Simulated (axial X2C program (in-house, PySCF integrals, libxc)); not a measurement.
# SeGa⁻: properties at the nuclei

Aim: properties at the nuclei of SeGa⁻, with spin–orbit coupling in the Hamiltonian from the start.

Program: an in-house X2C program for linear molecules on PySCF integrals. Level of theory: two-component X2C with atomic mean-field terms, Se dyall-acv3z, Ga dyall-acv3z. These are calculated values, not measurements.

## (1) The job

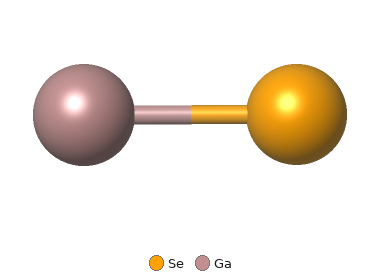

The two atoms at 2.240 Å (selenium orange, gallium pink).

File task.json:

```json
{"zs": [34, 31], "q": -1, "bas": ["dyall-acv3z", "dyall-acv3z"], "r0": 2.24, "levels": ["PBE0", "HF", "BHandHLYP", "PBE", "BP86"], "nst": 3}
```

Keys: zs atomic numbers; q charge; bas basis sets; r0 starting distance in Å; levels methods (HF also brings MP2); nst determinants followed.

The run is started by

```bash
$ python soeom.py task.json out
```

After this run come: Expectation values, lowest determinant; Expectation values, a higher determinant.

What does the calculation give? Wanted: lowest determinant; qzz Se; qzz Ga; higher determinant; Eeff magnitude; Ws magnitude Se; A∥/gI Se (for each run or level that gives them).

As calculated:

| quantity | value |
| --- | --- |
| lowest determinant | Ω = 0 (closed shell) |
| qzz Se (a.u.), PBE0 | 0.01 |
| qzz Ga (a.u.), PBE0 | -2.86 |
| higher determinant | Ω = 2 (excess of +ω over −ω: ω = 1/2, ω = 3/2) |
| Eeff magnitude (GV/cm), PBE0, higher determinant | 2.92 |
| Ws magnitude Se (kHz), PBE0, higher determinant | 0.0555 |
| A∥/gI Se (MHz), PBE0, higher determinant | 84.9 |
| qzz Se (a.u.), PBE0, higher determinant | 5.12 |

The expectation values come from single determinants, which for open shells can mix terms of unlike spin or miss the lowest Ω, so a determinant need not be a state. Eeff is the effective electric field on the electron dipole moment in this Ω state and Ws the scalar–pseudoscalar constant (defined with the proton number Z and per Ω); A∥ is the parallel hyperfine constant, which follows by multiplying with the nuclear g factor gI = μI/(I μN); qzz is the electric field gradient, eQq0 = 234.96 MHz × Q/barn × qzz. The operators were transformed with the bare-nucleus X2C matrices.
